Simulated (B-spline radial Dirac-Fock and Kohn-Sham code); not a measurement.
The ion Pm³⁺ ([Xe] 4f4), inside a Watson sphere of charge −3 and radius 2.7 Å that stands in for a crystal. Computed with a radial B-spline solver: independent-particle Coulomb rates on relativistic LDA orbitals, configuration-average energies from Dirac–Fock. Widths ruled by Coster–Kronig decay come out up to twice the measured ones in this model.

Before looking at the plot, say what to expect. Its caption: Auger and Coster–Kronig groups that fill an N2 (4p1/2) hole, as sticks. Kinetic energies count from the vacuum level; very weak lines are left out.

The strongest group is N2-N4N7 at 98.37 eV (30 % of the non-radiative width), followed by N2-N4O3 at 89.15 eV (15 %), N2-N4N6 at 98.74 eV (14 %), N2-N4O1 at 61.97 eV (11 %). The lines shown span 61.97 eV to 230.1 eV.

The computed plot:

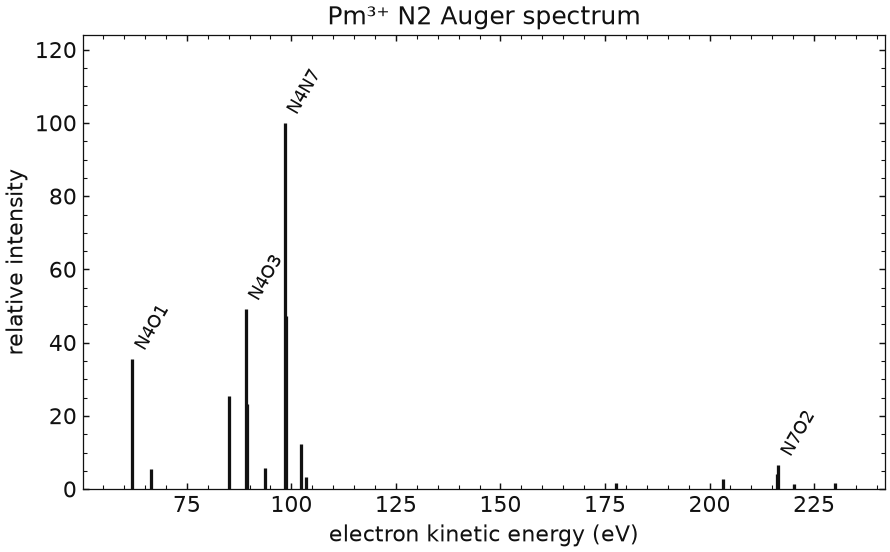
